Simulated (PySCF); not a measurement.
Molecule (SMILES): O=BF.
Geometry (B3LYP-D3(BJ)/def2-TZVP, fixed):
```
B
O 1 1.2071
F 1 1.2860 2 180.00
```

Basis-set convergence of the mean static polarisability at PBE0 with PySCF. All functions are spherical. Density fitting with generated auxiliary sets. No added dispersion term, no relativity. Reference: the value in d-aug-cc-pVTZ, 16.83 bohr³, itself unsure by roughly 0.3 % (its mean distance from aug-pcseg-3, aug-cc-pVQZ, aug-pcseg-2). Deviations are taken from unrounded values. Cost is core time over that of 6-311+G**, rough, on shared machines of one kind; a dash marks a row that isn't timed (too short, read off another run, short of memory, by another algorithm or on other hardware).

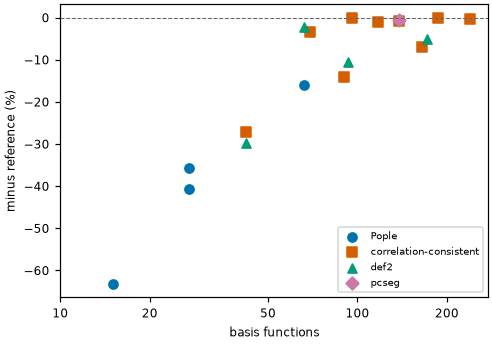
*Deviation from the reference against the number of basis functions, by family of sets.*

| basis | functions | mean static polarisability (bohr³) | minus reference (%) | cost |
|---|---|---|---|---|
| STO-3G | 15 | 6.18 | -63.2 | - |
| 3-21G | 27 | 9.97 | -40.8 | - |
| 6-31G | 27 | 10.83 | -35.6 | - |
| cc-pVDZ | 42 | 12.25 | -27.2 | 0.6× |
| def2-SVP | 42 | 11.83 | -29.7 | - |
| 6-311+G** | 66 | 14.12 | -16.1 | 1× |
| def2-SVPD | 66 | 16.44 | -2.3 | 0.8× |
| aug-cc-pVDZ | 69 | 16.24 | -3.5 | 1× |
| cc-pVTZ | 90 | 14.47 | -14.0 | 1× |
| def2-TZVPP | 93 | 15.05 | -10.5 | 2× |
| d-aug-cc-pVDZ | 96 | 16.79 | -0.2 | 1× |
| jun-cc-pV(T+d)Z | 117 | 16.64 | -1.1 | 3× |
| aug-cc-pVTZ | 138 | 16.69 | -0.8 | 4× |
| aug-pcseg-2 | 138 | 16.75 | -0.5 | 3× |
| cc-pVQZ | 165 | 15.65 | -7.0 | 6× |
| def2-QZVPP | 171 | 15.99 | -5.0 | 6× |
| d-aug-cc-pVTZ | 186 | 16.83 | 0.0 | 7× |
| aug-cc-pVQZ | 240 | 16.78 | -0.3 | 10× |
